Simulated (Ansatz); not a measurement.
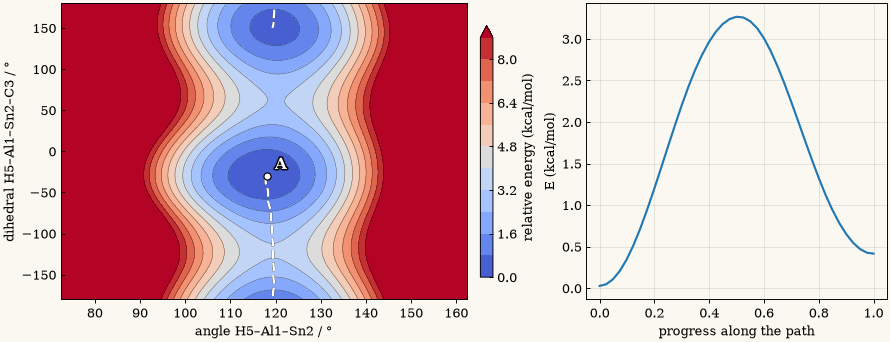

CH₆Al₂Sn, SMILES [AlH2][SnH]1[CH2][AlH]1. 
- Coordinates scanned: (1) angle H5–Al1–Sn2; (2) dihedral H5–Al1–Sn2–C3.
- Nothing is relaxed (all other coordinates rigid).
- The scan uses a 7 × 8 grid.
- Energies: kcal/mol, counted from the relaxed molecule at the same level.
- The calculation used RKS CAM-B3LYP-D4/def2-SVP in Ansatz.

Drawn: filled contours, a line along the lowest path, one colour for all values above the top of the scale, the energy along the path at the right, the start A. Between grid points the surface is interpolated.

Question: Describe the path and its barrier.

Answer: The easiest path leads from the well at about angle H5–Al1–Sn2 = 118°, dihedral H5–Al1–Sn2–C3 = −30° to the well at about angle H5–Al1–Sn2 = 119°, dihedral H5–Al1–Sn2–C3 = 150°, about 0.39 kcal/mol higher (on a rigid scan; wells that are mirror images or exchange like atoms can differ by this much). Its highest point lies about 3.2 kcal/mol above the bottom of the first well on the interpolated surface, at about angle H5–Al1–Sn2 = 119°, dihedral H5–Al1–Sn2–C3 = −120°. Seen from the upper well the barrier is about 2.8 kcal/mol. The start is the relaxed structure and all else is held, so a fully relaxed path at this level can only be lower.
